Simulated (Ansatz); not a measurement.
**H5InN2O: basis-set convergence**

How large a basis does H5InN2O need? Two functionals are run in growing sets.

Program: Ansatz 0.2.0, Gaussian basis. Level of theory: one geometry, several basis sets. These are calculated values, not measurements.

Plan: PBE0-D4/def2-SVP; ωB97M-V/def2-SVP; PBE0-D4/def2-QZVPP; ωB97M-V/def2-QZVPP; the functionals' def2-TZVPP values are taken from earlier runs.

## 1. Structure used throughout

The geometry comes from an earlier relaxation with PBE0-D4 in a triple-zeta def2 set; it is a stationary point, not always the lowest conformer. In takes the def2 core potential; no spin-orbit term is included.

SMILES `[NH2][In]([NH2])[OH]`, 9 atoms, charge 0, spin multiplicity 1.

Atoms are counted from 1 here; the program's logs count them from 0.

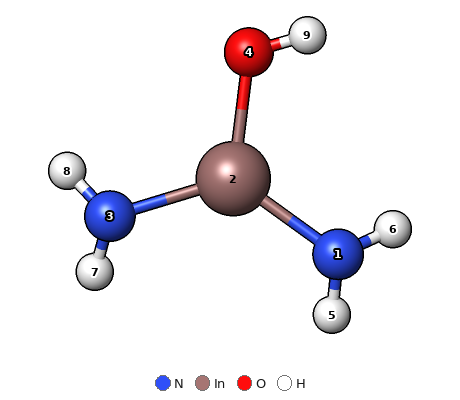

The geometry (nitrogen blue, indium brown, oxygen red, hydrogen white); atoms are numbered from 1 in the order of the file.

## 2. PBE0-D4 in def2-SVP

The input, in.yaml:

```yaml
crystal:
  periodic: [false, false, false]
  atoms:
    - {symbol: N, position_ang: [0.929345, 0.243559, -1.615500]}
    - {symbol: In, position_ang: [-0.115675, 0.133522, 0.112486]}
    - {symbol: N, position_ang: [0.261329, -1.077325, 1.677101]}
    - {symbol: O, position_ang: [-1.447773, 1.558398, 0.505188]}
    - {symbol: H, position_ang: [1.359335, -0.614016, -1.932666]}
    - {symbol: H, position_ang: [0.439692, 0.661389, -2.394460]}
    - {symbol: H, position_ang: [0.553826, -2.019787, 1.462500]}
    - {symbol: H, position_ang: [-0.479593, -1.115317, 2.363432]}
    - {symbol: H, position_ang: [-1.500486, 2.229576, -0.178081]}
basis:
  gaussian: {orbitals: def2-SVP}
hamiltonian: {xc: pbe0, dispersion: d4}
output: {orbitals: {seedname: orbitals}}
```

Started as:

```sh
ansatz run in.yaml --threads 4 --pin off --events-out ev --progress --plain --max-ram 10444MiB
```

After this run come: ωB97M-V in def2-SVP; PBE0-D4 in def2-QZVPP; ωB97M-V in def2-QZVPP.

Q: Predict the results of all the runs planned. Wanted: PBE0-D4: double and triple zeta above quadruple; ωB97M-V: double and triple zeta above quadruple.

As calculated:

| quantity | value |
| --- | --- |
| PBE0-D4: double and triple zeta above quadruple | 7.35, 0.39 eV |
| ωB97M-V: double and triple zeta above quadruple | 7.54, 0.38 eV |

In words: For PBE0-D4 the step from double to triple zeta gains 6.95 eV and the next only 0.39 eV. Total energies overstate the basis error of differences, where much of it tends to cancel. The LUMO of ωB97M-V is positive and keeps falling with the basis (1.09 to 0.30 eV): an unbound level that the basis holds in place.
